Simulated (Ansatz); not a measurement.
TiS₂ (CdI2 type)

```cif
data_S2Ti
_chemical_formula_sum 'Ti1 S2'
_space_group_name_H-M_alt 'P-3m1'
_space_group_IT_number 164
_space_group_name_Hall '-P 3 2"'
_cell_length_a 3.36050
_cell_length_b 3.36050
_cell_length_c 5.52286
_cell_angle_alpha 90.000
_cell_angle_beta 90.000
_cell_angle_gamma 120.000
loop_
_atom_site_label
_atom_site_type_symbol
_atom_site_symmetry_multiplicity
_atom_site_Wyckoff_symbol
_atom_site_fract_x
_atom_site_fract_y
_atom_site_fract_z
_atom_site_occupancy
Ti1 Ti 1 a 0.00000 0.00000 0.00000 1
S1 S 2 d 0.33333 0.66667 0.25856 1
```

The volume is varied about the relaxed value V₀ at fixed cell shape. The atoms relax within the cell's symmetry.

Level of theory: PBE-D3(BJ) (plane waves to 420 eV, PAW, scalar-relativistic; Ansatz, a program for electronic structure). k mesh 16×16×9 (Γ-centred), Fermi-Dirac smearing 0.05 eV. The energy includes the smearing's −TS. With the shape held, the modulus is that of even scaling; a crystal free to change shape is softer. At this level the bands of TiS2 touch or barely overlap. The PAW data are Ansatz's earlier set. TiS2 is run without spin polarisation. TiS2 was relaxed with its symmetry unable to fall. The zero of ΔE is the relaxed starting cell.

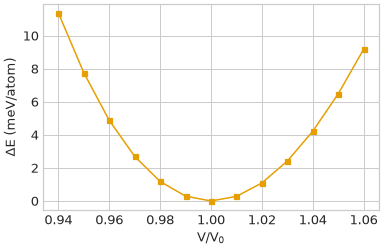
Fig. 1. ΔE (meV/atom) against V/V₀; one marker a computed point.

What is ΔE at V/V₀ = 0.940?

About 11 meV/atom.

What bulk modulus at fixed cell shape B₀ follows from a third-order Birch-Murnaghan fit?

About 50 GPa.

(A scan under strain: stresses follow from slopes of the energy per volume, elastic moduli from its curvatures.)
